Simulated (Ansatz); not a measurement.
## Electronic structure of C3H8BF2N (SMILES CCN(C)B(F)F) in real space

Input file:

```
crystal:
  periodic: [false, false, false]
  atoms:
    - {symbol: C, position_ang: [-0.009998, -1.959839, -0.134370]}
    - {symbol: C, position_ang: [0.515419, -0.592939, -0.513459]}
    - {symbol: N, position_ang: [-0.102802, 0.552197, 0.133878]}
    - {symbol: C, position_ang: [0.483344, 1.800213, -0.307707]}
    - {symbol: B, position_ang: [-1.132693, 0.556851, 1.075501]}
    - {symbol: F, position_ang: [-1.585975, 1.710320, 1.575854]}
    - {symbol: F, position_ang: [-1.727083, -0.542245, 1.536710]}
    - {symbol: H, position_ang: [-1.067567, -2.072618, -0.374006]}
    - {symbol: H, position_ang: [0.547324, -2.711246, -0.697677]}
    - {symbol: H, position_ang: [0.119782, -2.167988, 0.927905]}
    - {symbol: H, position_ang: [1.593750, -0.552988, -0.306459]}
    - {symbol: H, position_ang: [0.414960, -0.458391, -1.599282]}
    - {symbol: H, position_ang: [1.554965, 1.826857, -0.079029]}
    - {symbol: H, position_ang: [0.003547, 2.643749, 0.183183]}
    - {symbol: H, position_ang: [0.371128, 1.917467, -1.391643]}
basis:
  gaussian: {orbitals: def2-TZVPP}
hamiltonian: {xc: pbe0, dispersion: d4}
output: {orbitals: {seedname: orbitals}}
```

Command:

```sh
ansatz run in.yaml --threads 4 --pin off --events-out ev --progress --plain --max-ram 11315MiB
```

Geometry: PBE0-D4/def2-TZVP.

Method: RKS PBE0-D4/def2-TZVPP in Ansatz 0.2.0.

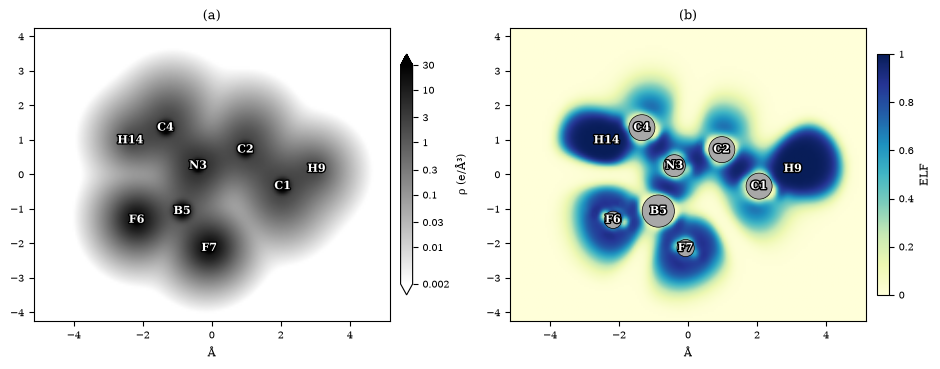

Figure 1. (a) total electron density; (b) ELF on the plane of atoms C2, N3 and C4. Grey discs cover the atomic cores in the ELF map.

What do the fields say about this system?

Answer. The plane passes through C, N, B, F and H nuclei.
B–F (1.33 Å): the density is about 2.2 e/Å³ at the midpoint; the ELF peaks at about 0.85 between the atoms: a shared but strongly polarised pair.
B–N (1.40 Å): the density is about 2 e/Å³ at the midpoint; the ELF peaks at about 0.90 between the atoms: a polar covalent bond.
C–N (1.45 Å): the density is about 1.9 e/Å³ at the midpoint; the ELF peaks at about 0.95 between the atoms: a covalent bond.
C–C (1.51 Å): ρ at the midpoint is about 1.7 e/Å³; the ELF peaks at about 0.95 between the atoms; localised, covalent bonding.
C–H (1.09 Å): ρ is about 2.1 e/Å³ halfway; the ELF climbs to about 1 towards the hydrogen, as it does in any bond to H; an ordinary covalent bond to hydrogen.
The ELF also peaks beside F7 and F6, away from the bonds: lone-pair regions.

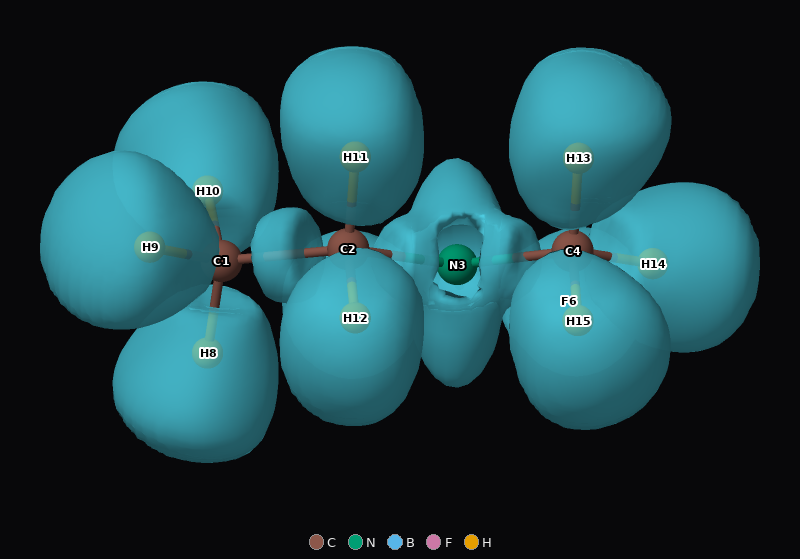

Figure 2. Isosurface of the electron localisation function at 0.75 (cyan), seen from one side. Only the valence region is drawn (cores and ρ < 0.01 e/Å³ removed).

Where are the electrons localised?

Answer. The ELF exceeds this value in one region between bonded C–C atoms (shared pairs), eight regions around hydrogen nuclei, two regions on F in which the atom's valence shell and bonds are merged and one region on N in which the atom's valence shell and bonds are merged.

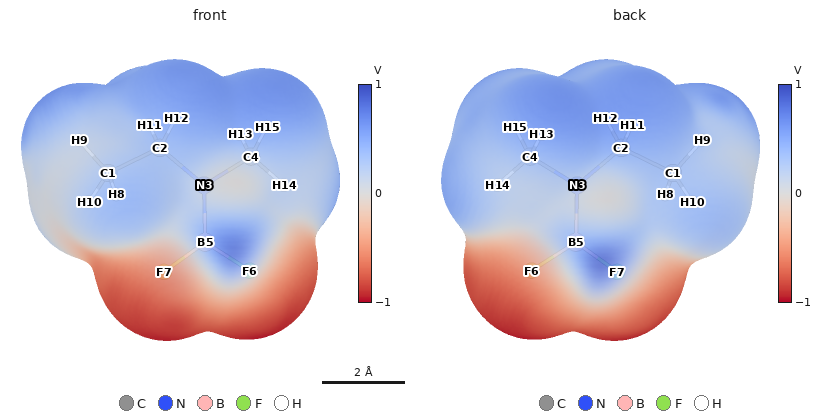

Figure 3. The molecular electrostatic potential painted on the density surface at 0.001 e/bohr³, seen from the front and from behind; the colour scale runs from red (negative) to blue (positive).

Which sites attract a positive test charge, and which a negative one?

Answer. A positive charge is drawn to the negative regions and a negative charge to the positive ones. The most negative region (about −0.9 V) lies over F6 and F7, the most positive (about +0.7 V) over B5.

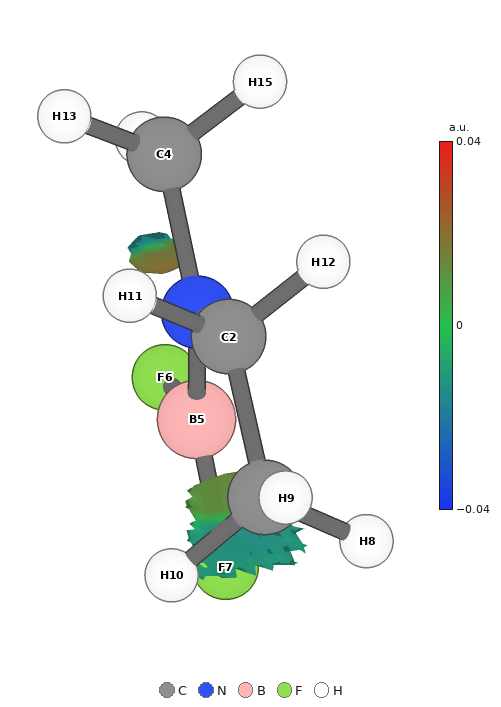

Figure 4. Non-covalent interaction (NCI) plot: the surface where the reduced density gradient is 0.4, for densities under 0.05 a.u., coloured by sign(λ₂)ρ; seen at an oblique angle.

Identify the weak interactions.

Answer.
- Between C1 and H8 on one side and F7 and B5 on the other: a weak contact, attractive (blue-green) on one side and crowded (olive to red) on the other
- Between H14 and C4 on one side and F6 and B5 on the other: a weak contact, attractive (blue-green) on one side and crowded (olive to red) on the other
